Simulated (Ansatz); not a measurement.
**AlCl3FH: density, localisation and related maps**

```json
{"atom": "Al", "x (Å)": "0.0133", "y (Å)": "-0.0793", "z (Å)": "0.1189"}
{"atom": "Cl", "x (Å)": "0.0094", "y (Å)": "0.4419", "z (Å)": "2.1837"}
{"atom": "Cl", "x (Å)": "1.8119", "y (Å)": "0.1498", "z (Å)": "-0.9156"}
{"atom": "Cl", "x (Å)": "-1.8009", "y (Å)": "0.0710", "z (Å)": "-0.9033"}
{"atom": "F", "x (Å)": "0.0556", "y (Å)": "-1.9782", "z (Å)": "0.6518"}
{"atom": "H", "x (Å)": "0.0561", "y (Å)": "-1.9013", "z (Å)": "1.6052"}
```

All numbers below come from Ansatz, RKS r2SCANh/6-31G*.

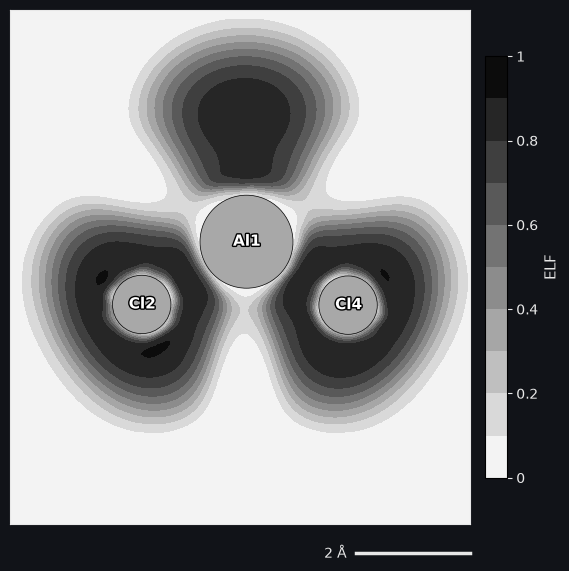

Figure 1. Electron localisation function on the plane of atoms Cl2, Al1 and Cl4. Grey discs cover the atomic cores.

Read the bonding off the picture.

Answer. The plane passes through Al and Cl nuclei.
Al–Cl (2.09 Å): the ELF peaks at about 0.90 in the valence shell of Cl, 0.9 Å from its nucleus, and is about 0.85 at the midpoint.
Al–Cl (2.13 Å): the ELF peaks at about 0.90 in the valence shell of Cl, 0.9 Å from its nucleus, and is about 0.80 at the midpoint.
The ELF also peaks beside Cl2, Cl4 and Cl3, away from the bonds: lone-pair regions.

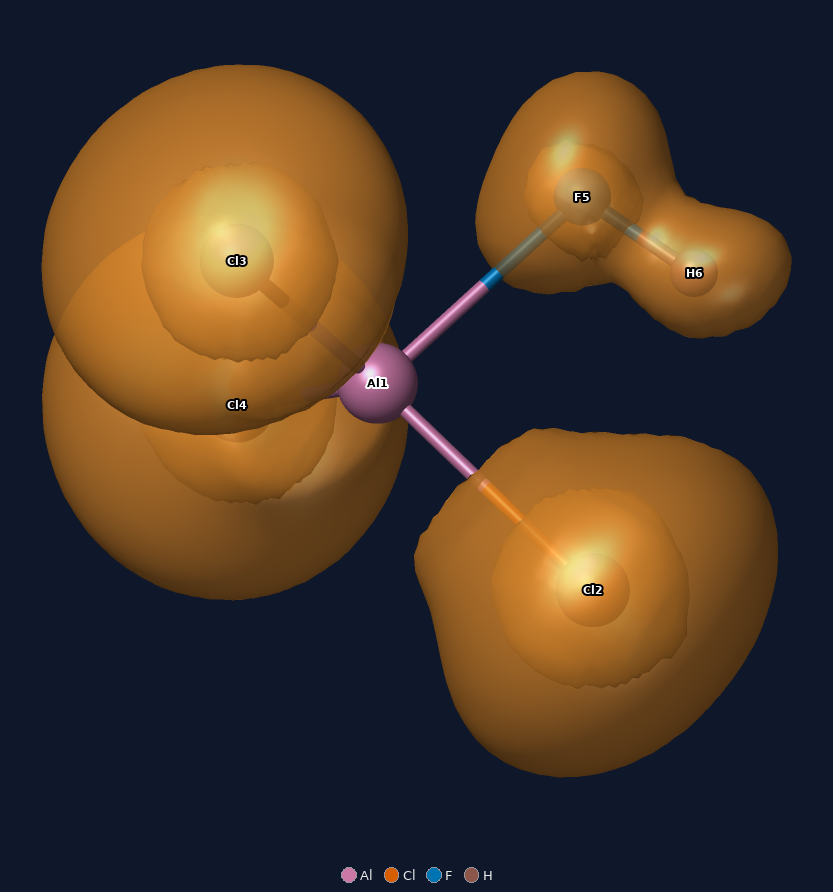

Figure 2. Isosurface of the ELF at 0.75 (orange), seen from one side. Core shells and regions of very low density are left out.

What do the ELF domains correspond to?

Answer. The ELF exceeds this value in three regions on Cl in which the atom's valence shell and bonds are merged and one joined region spread over several atoms (F, H), in which their bonds and any lone pairs are merged.


Al–F (1.97 Å): the ELF peaks at about 0.90 in the valence shell of F, 0.5 Å from its nucleus, and is about 0.30 at the midpoint.

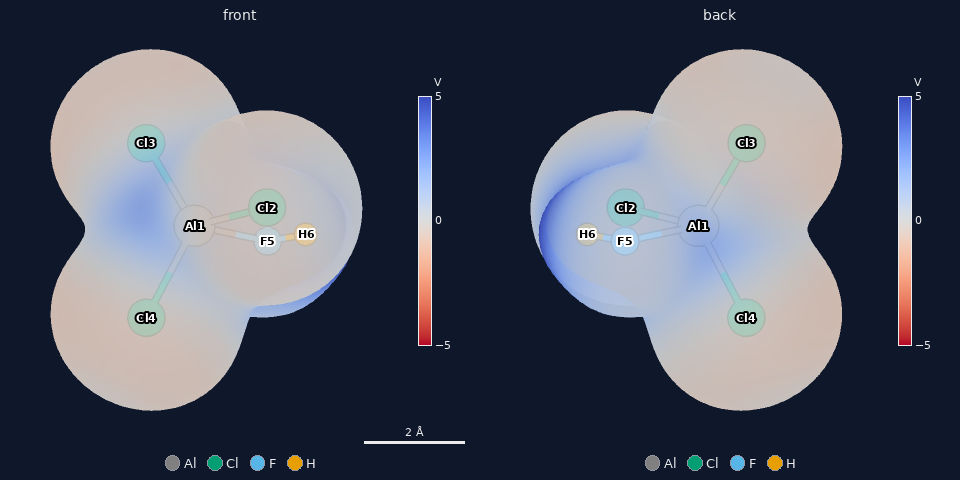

Figure 3. The molecular electrostatic potential painted on the density surface at 0.002 e/bohr³, seen from the front and from behind; the colour scale runs from red (negative) to blue (positive).

Describe the electrostatic potential map.

Answer. The most negative region (about −0.6 V, or −14 kcal/mol for a unit charge) lies over Cl3 and Cl4, the most positive (about +4.8 V, or +111 kcal/mol for a unit charge) over H6.

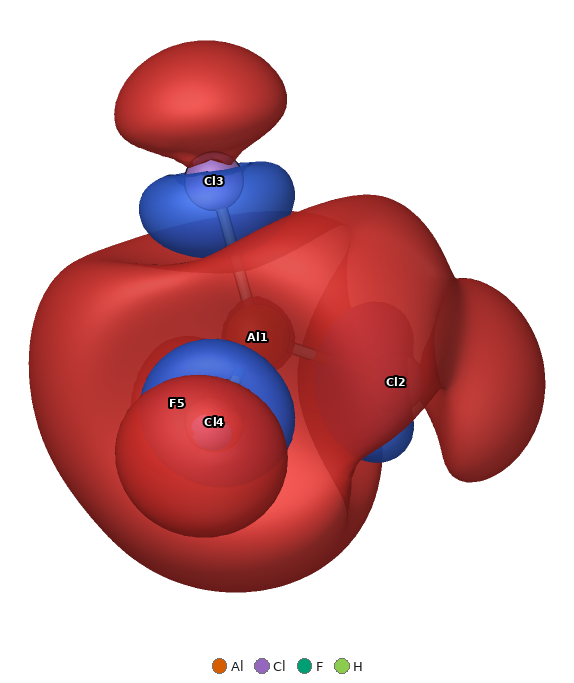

Figure 4. The LUMO at ±0.04 Å⁻³ᐟ² (red and blue are the two phases), seen at an oblique angle.

Describe this orbital and give its energy.

Answer. It lies mainly on Al1 (about 25 %), H6 (about 25 %), F5 (about 20 %), Cl2 (about 15 %), Cl3 (about 10 %) and Cl4 (about 10 %). Its energy is −0.80 eV.
